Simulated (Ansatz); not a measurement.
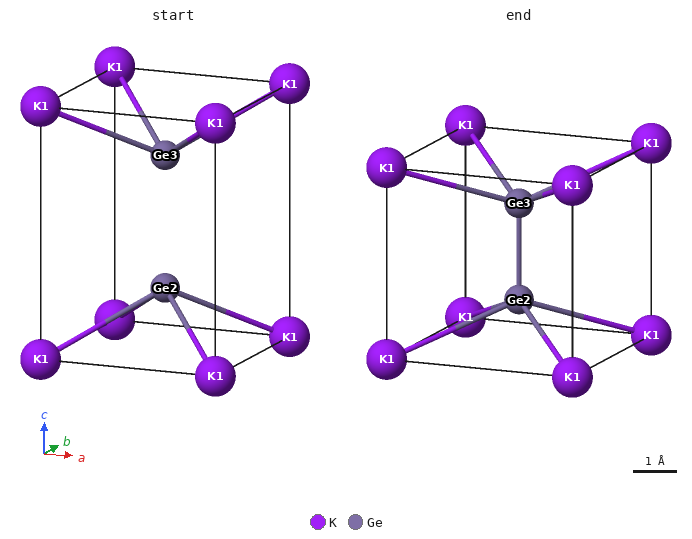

The structure of crystalline KGe2 (a generated structure, set up in P4/mmm) before (left) and after (right) a relaxation, at one scale.

A ball-and-stick model of the cell of the calculation, seen slightly off an axis.

Computed with DFT PBE+D3(BJ), scalar-relativistic, plane waves, PAW (Ansatz). Set-up: plane-wave cutoff 420 eV; k-point mesh 10 × 10 × 8; occupations gaussian; smearing width 0.1 eV; no spin polarisation; cell and atoms relaxed; force threshold 0.01 eV/Å; at most 80 steps.

Summarise the run.

Answer. Over 10 accepted moves (11 points after the start) the energy falls by 1.557 eV per cell of the calculation. Largest force component: 0.19 eV/Å at the start, 0.00026 eV/Å at the end. The pressure goes from −3.20 to 0.02 GPa. At 1 point the geometry stayed and the basis and grid were re-selected for the new cell (energy shift of 0.3 meV per cell of the calculation at most each time). The largest moves relative to the cell, 0.052 Å, are those of Ge2 and Ge3. Ge3 goes along −c. K stays in place. Cell: a = b 4.516 → 4.802 Å (+6.3 %), c 6.180 → 4.686 Å (−24.2 %). Volume −14.3 %. Near-neighbour distances that change, for instance: Ge2–Ge3 3.240 → 2.352 Å, Ge2–Ge3 (another image) 2.940 → 2.334 Å, K1–Ge2 3.515 → 3.590 Å. New bonds form: Ge2–Ge3 (2.94 → 2.33 Å), Ge2–Ge3 (3.24 → 2.35 Å). Bond angles that change, for instance: K1–Ge3–K1 130.6° → 142.1°, K1–Ge3–K1 79.9° → 83.9°. The space group stays P4/mmm (No. 123). The run took 3.1 min on 1 thread of Intel(R) Xeon(R) Platinum 8375C CPU @ 2.90GHz (Ice Lake), on a shared host, peak memory 0.61 GiB.
